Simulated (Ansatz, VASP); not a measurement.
**GaP in two plane-wave programs**

One calculation is typed for both programs; each brings its own data sets. How far apart do they land? Valence electrons are named where the data sets of a main pair hold unlike numbers.

Method: plane waves, with VASP 6.6.1 beside it; band structure at PBE, spin-orbit coupling, in Ansatz 0.2.0.

### Step 1. Starting point

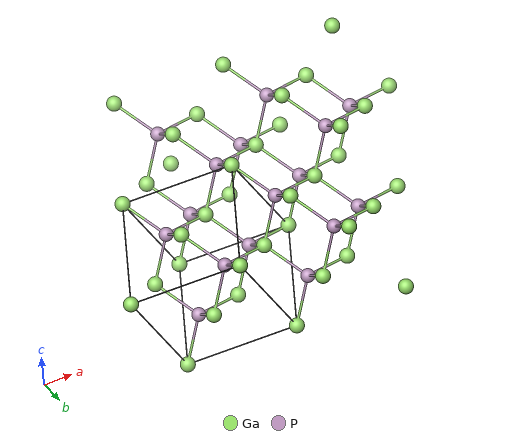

The starting structure, seen from a free direction (gallium green, phosphorus pink). 2×1×2 cells are drawn. This picture shows the conventional cell, with its axes. Bonds to atoms that aren't drawn are left out. Some periodic images of atoms are drawn too.

### Step 2. Ansatz: band structure, PBE, spin-orbit coupling

Ansatz runs on its fully relativistic PAW (standard-fr) files.

Levels along a path test the potential and the projectors away from the mesh points.

Input file input.yaml:

```yaml
crystal:
  lattice:
    - [0.0, 2.72525, 2.72525]
    - [2.72525, 0.0, 2.72525]
    - [2.72525, 2.72525, 0.0]
  atoms:
    - { symbol: Ga, position: [0.0, 0.0, 0.0] }
    - { symbol: P, position: [0.25, 0.25, 0.25] }
hamiltonian:
  xc: pbe
  pseudopotentials: { kind: paw_fr }
magnetization:
  noncollinear: true
  spin_orbit: true
kpoints:
  mp_grid: { grid: [4, 4, 4] }
  band_path:
    path:
      - [0.0, 0.0, 0.0]
      - [0.18182, 0.0, 0.18182]
      - [0.36364, 0.0, 0.36364]
      - [0.40909, 0.0, 0.40909]
      - [0.5, 0.0, 0.5]
      - [0.5, 0.09091, 0.59091]
      - [0.5, 0.18182, 0.68182]
      - [0.5, 0.25, 0.75]
      - [0.45455, 0.29545, 0.75]
      - [0.40909, 0.34091, 0.75]
      - [0.375, 0.375, 0.75]
      - [0.20455, 0.20455, 0.40909]
      - [0.06818, 0.06818, 0.13636]
      - [0.04545, 0.04545, 0.04545]
      - [0.22727, 0.22727, 0.22727]
      - [0.40909, 0.40909, 0.40909]
      - [0.51136, 0.47727, 0.51136]
      - [0.55682, 0.38636, 0.55682]
      - [0.60227, 0.29545, 0.60227]
      - [0.61364, 0.25, 0.63636]
      - [0.56818, 0.25, 0.68182]
      - [0.51136, 0.25, 0.73864]
      - [0.5, 0.29545, 0.70455]
      - [0.5, 0.38636, 0.61364]
      - [0.5, 0.47727, 0.52273]
      - [0.47727, 0.47727, 0.54545]
      - [0.43182, 0.43182, 0.63636]
      - [0.38636, 0.38636, 0.72727]
      - [0.60227, 0.20455, 0.60227]
      - [0.55682, 0.11364, 0.55682]
      - [0.5, 0.0, 0.5]
    npoints: 1
scf:
  occupations: { method: gaussian, width: 0.01 }
  n_extra_bands: 14
output:
  forces: true
  stress: true
  eigenvalues: true
```

Launch:

```console
$ ansatz run input.yaml --threads 2 --pin off --max-ram 4608MiB --backend cpu --events-out ev --progress --plain --runs-dir out
```

Numbers of over 12 decimals in the logs are rounded to 6 here.

Output:

```text
scf.n_extra_bands = 14 over 18 filled bands (N_el = 18.0): the run solves 32 bands
Engine: ansatz 0.2.0, x86_64-unknown-linux-gnu
Pseudopotentials: kind: paw_fr
Pseudopotential: Ga, paw_fr, valence charge 13, recommended cutoff 420 eV (normal), Ga.paw.azcp#standard-fr
Pseudopotential: P, paw_fr, valence charge 5, recommended cutoff 420 eV (normal), P.paw.azcp#standard-fr
Functional definition: PBE
  parameter kappa = 0.804
  parameter beta = 0.066725
  exchange = pbe_x(kappa = kappa, mu = beta*pi^2/3)
  correlation = pbe_c(beta = beta)
non-collinear run that drives no moment, with spin-orbit: no starting moment large enough to seed its density (crystal.atoms[].spin), no starting occupations that ask for one, no magnetisation constraint and no magnetic field, so the semilocal B_xc is pinned to zero
Crystal: 2 atoms, lattice volume = 40.481 Å³
Basis set: ecut = 420 eV, 749 PW (Γ), exchange–correlation on 54×54×54 points (8 copies of the dense FFT grid, shifted against one another)
Bands: 32, of which v1, the nominal top of the filled ones, is band 18 counted from 1 (17 counted from 0)
Symmetry: 24 space group operations + 24 with time reversal
Magnetic group: BNS 216.75 (UNI 1577), of the structure as read, at distance tolerance 3.4e-5 Å
k-points: 8 of 64 (time reversal used)
Projection manifold: j_resolved (fully-relativistic pseudo-atomic orbitals)
Non-local potential: Ga, projectors of the file, l = 0: 2, l = 1: 4, l = 2: 6, l = 3: 2
Non-local potential: P, projectors of the file, l = 0: 2, l = 1: 4, l = 2: 4
PAW form: soft (Blöchl's): semilocal exchange-correlation on the pseudo side does not see the compensation charge
PAW one-centre angular grid: Ga, 590 points (default); XC on 64 Gauss nodes
PAW one-centre angular grid: P, 110 points (default); XC on 64 Gauss nodes
Initial density: superposition of atomic densities (chi_scale 0.1, normalization cell, long waves kept (reshape's long-wave potential 0.00 eV rms))
Initial wavefunctions: pseudopotential atomic-orbital guess
Functional: x = pbe(κ = 0.804, μ = 0.219515), c = pbe(β = 0.066725)
SCF iter   1: F=—  HF=-4539.670804 eV  |F-HF|=—  |Δ(HF+E_count)|=         —  Δρ=4.43e-2  dr2=7.56e-1  dr2_m=0.00e0 (ungated)  ethr=3.10e-3  |M|=0.00e0 ∫|m|=0.00e0 μB  |m|>n=0.0e0 m-floor=0.0e0 τ_xc=0.0e0  β_m=0.30  ⟨swp⟩=8.9  Hψ=1854  notcnv=0  defer=3
preconditioner: auto → none  [insulator: Δε(μ)=1.907 eV  Ē_g=17.865 eV  σ=0.010 eV  W_gap=1.00  n_scr=14 (ndim 8)  ℏωp=24.8 eV  f_vac=0.000  D(μ)=0.00/eV (n_scr^D=0)  ε∞_Penn≈2.9]
SCF iter   2: F=—  HF=-4539.525472 eV  |F-HF|=—  |Δ(HF+E_count)|=   1.45e-1  Δρ=2.84e-2  dr2=2.40e-1  dr2_m=0.00e0 (ungated)  ethr=3.10e-3  |M|=0.00e0 ∫|m|=0.00e0 μB  |m|>n=0.0e0 m-floor=0.0e0 τ_xc=0.0e0  β_m=0.47  ⟨swp⟩=2.0  Hψ=379  notcnv=0  defer=54
SCF iter   3: F=—  HF=-4539.491168 eV  |F-HF|=—  |Δ(HF+E_count)|=   3.43e-2  Δρ=7.17e-3  dr2=1.17e-2  dr2_m=0.00e0 (ungated)  ethr=1.33e-3  |M|=0.00e0 ∫|m|=0.00e0 μB  |m|>n=0.0e0 m-floor=0.0e0 τ_xc=0.0e0  β_m=0.56  ⟨swp⟩=2.2  Hψ=295  notcnv=0  defer=58
SCF iter   4: F=—  HF=-4539.492038 eV  |F-HF|=—  |Δ(HF+E_count)|=   8.70e-4  Δρ=1.36e-3  dr2=2.66e-4  dr2_m=0.00e0 (ungated)  ethr=6.49e-5  |M|=0.00e0 ∫|m|=0.00e0 μB  |m|>n=0.0e0 m-floor=0.0e0 τ_xc=0.0e0  β_m=0.54  ⟨swp⟩=3.8  Hψ=437  notcnv=0  defer=58
SCF iter   5: F=—  HF=-4539.492049 eV  |F-HF|=—  |Δ(HF+E_count)|=   1.02e-5  Δρ=3.60e-4  dr2=3.14e-5  dr2_m=0.00e0 (ungated)  ethr=1.48e-6  |M|=0.00e0 ∫|m|=0.00e0 μB  |m|>n=0.0e0 m-floor=0.0e0 τ_xc=0.0e0  β_m=0.61  ⟨swp⟩=2.0  Hψ=396  notcnv=0  defer=58
SCF iter   6: F=—  HF=-4539.492067 eV  |F-HF|=—  |Δ(HF+E_count)|=   1.84e-5  Δρ=1.06e-4  dr2=2.18e-6  dr2_m=0.00e0 (ungated)  ethr=1.74e-7  |M|=0.00e0 ∫|m|=0.00e0 μB  |m|>n=0.0e0 m-floor=0.0e0 τ_xc=0.0e0  β_m=0.76  ⟨swp⟩=2.0  Hψ=398  notcnv=0  defer=58
SCF iter   7: F=-4539.492069 eV  HF=-4539.492069 eV  |F-HF|=1.52e-8  |Δ(HF+E_count)|=   2.25e-6  Δρ=1.07e-5  dr2=5.14e-8  dr2_m=0.00e0 (ungated)  ethr=5.56e-10  |M|=0.00e0 ∫|m|=0.00e0 μB  |m|>n=0.0e0 m-floor=0.0e0 τ_xc=0.0e0  ⟨swp⟩=10.0  Hψ=1540  notcnv=0
SCF 1 converged in 7 iterations: F = -4539.492069 eV  dr2 = 5.14e-8
  greatest PAW one-centre occupation: 0.994 electrons in one spin orbital (limit 2), on the Ga atom at site 0 (counted from 0), in its partial waves of l = 2
NSCF: frozen V_eff on 31 k-points
SCF converged after 7 iterations
Magnetization: |M| = 0.0000 μB,  M = (+0.0000, +0.0000, +0.0000) μB
Absolute magnetization: 0.0000 μB (∫|m|)
  site 0: m = (+0.0000, +0.0000, +0.0000) μB, |m| = 0.0000 μB  (R = 0.97 Å)
  site 1: m = (+0.0000, +0.0000, +0.0000) μB, |m| = 0.0000 μB  (R = 0.97 Å)
Free energy (F): -4539.492069 eV
Harris-Foulkes:  -4539.492069 eV  (|F-HF|=1.52e-8)
Internal energy: -4539.492069 eV  (E = F + TS)
E sigma→0 (E₀):  -4539.492069 eV
Fermi energy:    7.959613 eV
--- Per-component energies (eV) ---
  E_band       = -57.804622
  E_kinetic    = 186.796858
  E_local      = -2201.103020  (includes V_loc(G=0)·N_el)
  E_nonlocal   = 459.206747
  E_hartree    = 1018.064561
  E_xc         = -130.819883
  E_vxc        = -119.091670  (∫ρ·V_xc dr)
  E_paw        = -2558.992286  (= ΣΔE_a)
  E_vpaw       = -419.750008  (= ΣTr[D̂ρ^β])
  E_aug_tail   = -0.000104  (compensation charges beyond the density's cutoff)
  E_ewald      = -1312.644944
  E_smearing   = -0.000000  (= −TS)
  E_closure    = -0.000000  (closes the sum)
  Σ components = -4539.492069   (vs F -4539.492069, Δ=0.00e0)
--- Forces (eV/Å), atoms counted from 1 ---
  atom   1  Ga     0.00000000    -0.00000000    -0.00000000
  atom   2  P     -0.00000000     0.00000000     0.00000000
  max |Σ_I F_I| component: 1.76e-16 eV/Å
--- Stress (GPa, compression-positive) ---
        2.913429      -0.000000      -0.000000
        0.000000       2.913429       0.000000
       -0.000000       0.000000       2.913429
  P = ⅓ Tr σ = 2.9134 GPa (29.134 kbar)
--- Band table (eV; the first three rows and the last of 8) ---
  k-point 0: bands = [... 14 lower, 7.1591, 7.1591, 7.1591, 7.1591, 8.9510, 8.9510, 10.8736, 10.8736, ... 10 higher]
  k-point 1: bands = [... 14 lower, 6.4310, 6.4310, 6.4940, 6.4984, 9.2699, 9.2699, 11.7957, 11.7957, ... 10 higher]
  k-point 2: bands = [... 14 lower, 5.9712, 5.9712, 6.0409, 6.0409, 8.7871, 8.7871, 11.7859, 11.7859, ... 10 higher]
  k-point 7: bands = [... 14 lower, 3.5325, 3.5508, 3.6700, 3.7196, 11.8162, 11.8199, 11.9681, 11.9958, ... 10 higher]
```

Run time: 3.6 s. Hardware: 2 threads of Intel Xeon Platinum 8488C (Sapphire Rapids), shared host; peak memory 0.43 GiB.

Reading the cycles: dr2 is the Hartree energy of the density residual (eV), the measure of convergence; HF is the Harris–Foulkes estimate of the energy, which meets the free energy F at convergence.

### Step 3. VASP: band structure, PBE, spin-orbit coupling

The same cell, functional, mesh and smearing now go to VASP, with its own data sets.

Lines of VASP's logs that name or quote its potential files are left out, and so is its time.

Input file INCAR:

```
SYSTEM = GaP
PREC = Accurate
ENCUT = 430
EDIFF = 1E-08
NELM = 100
ISMEAR = 0
SIGMA = 0.01
LREAL = .FALSE.
ALGO = Normal
GGA = PE
LNONCOLLINEAR = .TRUE.
MAGMOM = 0 0 0 0 0 0
NBANDS = 30
GGA_COMPAT = .FALSE.
LASPH = .TRUE.
LSORBIT = .TRUE.
LORBIT = 11
LWAVE = .TRUE.
LCHARG = .FALSE.
KPAR = 8
```

Input file POSCAR:

```
GaP
1.0
    0.0000000000      2.7252500000      2.7252500000
    2.7252500000      0.0000000000      2.7252500000
    2.7252500000      2.7252500000      0.0000000000
Ga P
1 1
Direct
    0.0000000000      0.0000000000      0.0000000000
    0.2500000000      0.2500000000      0.2500000000
```

Input file KPOINTS:

```
Automatic mesh
0
Gamma
4 4 4
0 0 0
```

Input file KPOINTS_OPT:

```
Line mode
12
Line-mode
Reciprocal
  0.00000000   0.00000000   0.00000000 GAMMA
  0.50000000   0.00000000   0.50000000 X

  0.50000000   0.00000000   0.50000000 X
  0.50000000   0.25000000   0.75000000 W

  0.50000000   0.25000000   0.75000000 W
  0.37500000   0.37500000   0.75000000 K

  0.37500000   0.37500000   0.75000000 K
  0.00000000   0.00000000   0.00000000 GAMMA

  0.00000000   0.00000000   0.00000000 GAMMA
  0.50000000   0.50000000   0.50000000 L

  0.50000000   0.50000000   0.50000000 L
  0.62500000   0.25000000   0.62500000 U

  0.62500000   0.25000000   0.62500000 U
  0.50000000   0.25000000   0.75000000 W

  0.50000000   0.25000000   0.75000000 W
  0.50000000   0.50000000   0.50000000 L

  0.50000000   0.50000000   0.50000000 L
  0.37500000   0.37500000   0.75000000 K

  0.62500000   0.25000000   0.62500000 U
  0.50000000   0.00000000   0.50000000 X
```

PAW data sets: Ga_d_GW and P_GW (PBE family, release 64).

Launch:

```console
$ mpirun -np 8 vasp_ncl
```

Output:

```text
[banner, memory and clock lines left out]
running    8 mpi-ranks, on    1 nodes
 distrk:  each k-point on    1 cores,    8 groups
 distr:  one band on    1 cores,    1 groups

 POSCAR found type information on POSCAR GaP
 POSCAR found :  2 types and       2 ions
|                                                                             |
|           W    W    AA    RRRRR   N    N  II  N    N   GGGG   !!!           |
|           W    W   A  A   R    R  NN   N  II  NN   N  G    G  !!!           |
|           W    W  A    A  R    R  N N  N  II  N N  N  G       !!!           |
|           W WW W  AAAAAA  RRRRR   N  N N  II  N  N N  G  GGG   !            |
|           WW  WW  A    A  R   R   N   NN  II  N   NN  G    G                |
|           W    W  A    A  R    R  N    N  II  N    N   GGGG   !!!           |
|                                                                             |
|     For optimal performance we recommend to set                             |
|       NCORE = 2 up to number-of-cores-per-socket                            |
|     NCORE specifies how many cores store one orbital (NPAR=cpu/NCORE).      |
|     This setting can greatly improve the performance of VASP for DFT.       |
|     The default, NCORE=1 might be grossly inefficient on modern             |
|     multi-core architectures or massively parallel machines. Do your        |
|     Unfortunately you need to use the default for GW and RPA                |
|     calculations (for HF NCORE is supported but not extensively tested      |
|     yet).                                                                   |
|                                                                             |

 LDA part: xc-table for (Slater+PW92), standard interpolation
 POSCAR, INCAR and KPOINTS ok, starting setup
 FFT: planning ... GRIDC
 FFT: planning ... GRID_SOFT
 FFT: planning ... GRID
 WAVECAR not read
 entering main loop
       N       E                     dE             d eps       ncg     rms          rms(c)
DAV:   1     0.160250976002E+03    0.16025E+03   -0.84735E+03   646   0.135E+03
DAV:   2     0.112238948086E+02   -0.14903E+03   -0.14346E+03   614   0.378E+02
DAV:   3    -0.824961549216E+01   -0.19474E+02   -0.19105E+02   788   0.178E+02
DAV:   4    -0.922678036422E+01   -0.97716E+00   -0.97499E+00   856   0.429E+01
DAV:   5    -0.927390137643E+01   -0.47121E-01   -0.47111E-01   986   0.776E+00    0.488E+00
DAV:   6    -0.899594219639E+01    0.27796E+00   -0.41247E-01   946   0.149E+01    0.272E+00
DAV:   7    -0.896551561301E+01    0.30427E-01   -0.16222E-01   818   0.330E+00    0.103E+00
DAV:   8    -0.896598002093E+01   -0.46441E-03   -0.98570E-03   884   0.112E+00    0.153E-01
DAV:   9    -0.896651495838E+01   -0.53494E-03   -0.12096E-03   866   0.529E-01    0.555E-02
DAV:  10    -0.896669715314E+01   -0.18219E-03   -0.13407E-04   726   0.950E-02    0.370E-02
DAV:  11    -0.896672710081E+01   -0.29948E-04   -0.32267E-05   916   0.421E-02    0.631E-03
DAV:  12    -0.896672923495E+01   -0.21341E-05   -0.32540E-06   852   0.118E-02    0.201E-03
DAV:  13    -0.896672964202E+01   -0.40707E-06   -0.77306E-07   710   0.555E-03    0.684E-04
DAV:  14    -0.896672960214E+01    0.39879E-07   -0.29692E-08   744   0.145E-03    0.183E-04
DAV:  15    -0.896672959700E+01    0.51396E-08   -0.27524E-09   484   0.534E-04
   1 F= -.89667296E+01 E0= -.89667296E+01  d E =-.653595E-40  mag=    -0.0000     0.0000     0.0000
 Start KPOINTS_OPT (optional k-point list driver)
k-point batch [1-10\120]
       N       E                     dE             ncg
DAV:   1     0.751591350993E+03   -0.13543E+04      624
DAV:   2    -0.768568068748E+03   -0.15202E+04      644
DAV:   3    -0.992358077307E+03   -0.22379E+03      808
DAV:   4    -0.100352432396E+04   -0.11166E+02      808
DAV:   5    -0.100415313259E+04   -0.62881E+00      976
DAV:   6    -0.100416452523E+04   -0.11393E-01      896
DAV:   7    -0.100416532624E+04   -0.80101E-03      990
DAV:   8    -0.100416534264E+04   -0.16402E-04      882
DAV:   9    -0.100416534368E+04   -0.10339E-05      918
DAV:  10    -0.100416534375E+04   -0.69892E-07      842
DAV:  11    -0.100416534375E+04   -0.52198E-08      586
[...]
k-point batch [111-120\120]
       N       E                     dE             ncg
DAV:   1     0.568749920812E+03   -0.54700E+04      664
DAV:   2    -0.900604223935E+03   -0.14694E+04      632
DAV:   3    -0.109301925951E+04   -0.19242E+03      784
DAV:   4    -0.110190160656E+04   -0.88823E+01      936
DAV:   5    -0.110222758113E+04   -0.32597E+00      958
DAV:   6    -0.110223520946E+04   -0.76283E-02     1058
DAV:   7    -0.110223538624E+04   -0.17678E-03      942
DAV:   8    -0.110223539138E+04   -0.51419E-05      988
DAV:   9    -0.110223539166E+04   -0.27749E-06      936
DAV:  10    -0.110223539167E+04   -0.15179E-07      802
DAV:  11    -0.110223539167E+04   -0.12415E-09      610
 writing wavefunctions
```

[end of part 1 of 2]

[Lines on the potential files, build, host, timing and source positions are cut from VASP's logs without a mark.]

[Logs are printed without paths, hosts, clocks, repeated set-up lines and the standing remarks that a program may print on its own settings, such as how far it seeks lower states.]

[Hosts, paths, dates, database ids (printed as entryN), source tags and the programs' standing remarks are cut or masked in the printed files.]
